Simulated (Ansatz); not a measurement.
**C2H5NO2Si (SMILES CO[SiH]1OC1=N): density, localisation and related maps**

```yaml
atoms:
  - { symbol: C, position_ang: [-0.1732, -1.8479, -0.4818] }
  - { symbol: O, position_ang: [0.2800, -0.7658, -1.2714] }
  - { symbol: Si, position_ang: [0.4206, 0.7935, -0.8323] }
  - { symbol: O, position_ang: [-0.8586, 1.5353, 0.0211] }
  - { symbol: C, position_ang: [0.2582, 1.3845, 0.8612] }
  - { symbol: N, position_ang: [0.4279, 1.6682, 2.0644] }
  - { symbol: H, position_ang: [0.2632, -2.7745, -0.8802] }
  - { symbol: H, position_ang: [-1.2706, -1.9251, -0.5265] }
  - { symbol: H, position_ang: [0.1301, -1.7360, 0.5725] }
  - { symbol: H, position_ang: [1.0091, 1.5178, -1.9654] }
  - { symbol: H, position_ang: [-0.4214, 2.0930, 2.4591] }
```

Theory: RKS CAM-B3LYP-D4/def2-SVP (Ansatz 0.2.0).

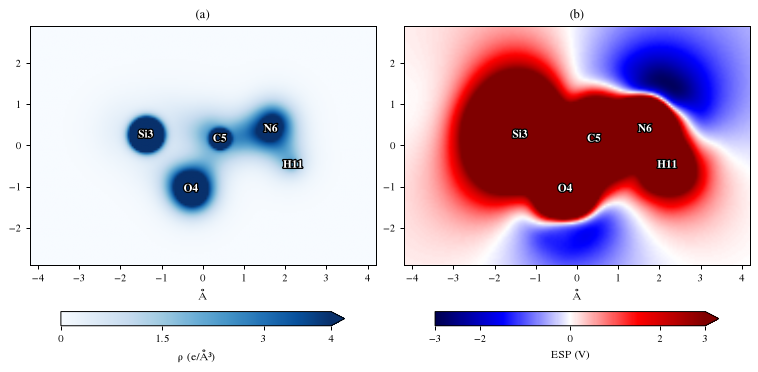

Figure 1. (a) total electron density; (b) electrostatic potential on the plane of atoms O4, C5 and N6.

What does the map show?

Answer.
- Atoms in the plane: Si, O, C, N and H.
- C–N (1.25 Å): ρ is about 2.9 e/Å³ halfway.
- C–O (1.41 Å): the density is about 2.1 e/Å³ at the midpoint, with its minimum of 1.8 e/Å³ about 0.5 Å from C.
- C–Si (1.80 Å): ρ at the midpoint is about 0.92 e/Å³.
- N–H (1.03 Å): the density is about 2.7 e/Å³ at the midpoint.
- Si–O (1.71 Å): the density is about 0.98 e/Å³ at the midpoint.
- Outside the dense part of the molecule the potential is most negative (−2.9 V) near N6.

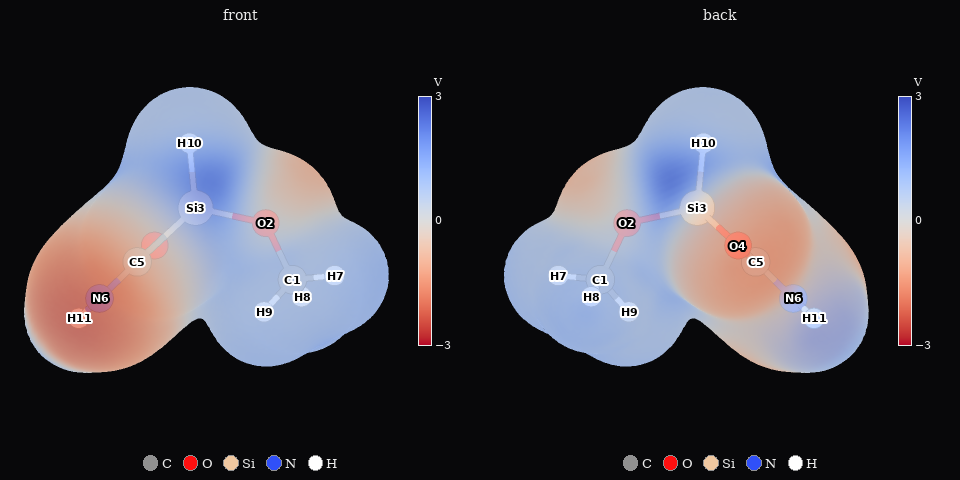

Figure 2. The electrostatic potential painted on the density surface at 0.002 e/bohr³, seen from the front and from behind; the colour scale runs from red (negative) to blue (positive).

Where is the surface potential most negative and most positive?

Answer. The most negative region (about −2.0 V) lies over N6, the most positive (about +2.0 V) over Si3. N6 is the likeliest acceptor of a hydrogen bond.

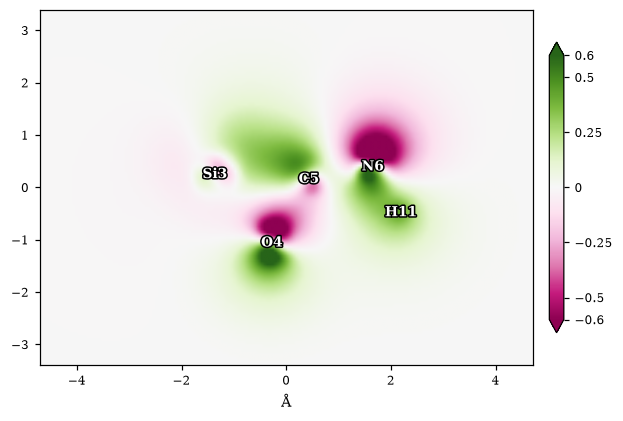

Figure 3. The HOMO on the plane of atoms O4, Si3 and C5 (values in Å⁻³ᐟ²; the overall sign is arbitrary).

Describe this orbital and give its energy.

Answer. Its weight (Hirshfeld) is mainly on N6 (about 40 %), O4 (about 20 %), C5 (about 20 %) and Si3 (about 10 %). Its energy is −8.55 eV.
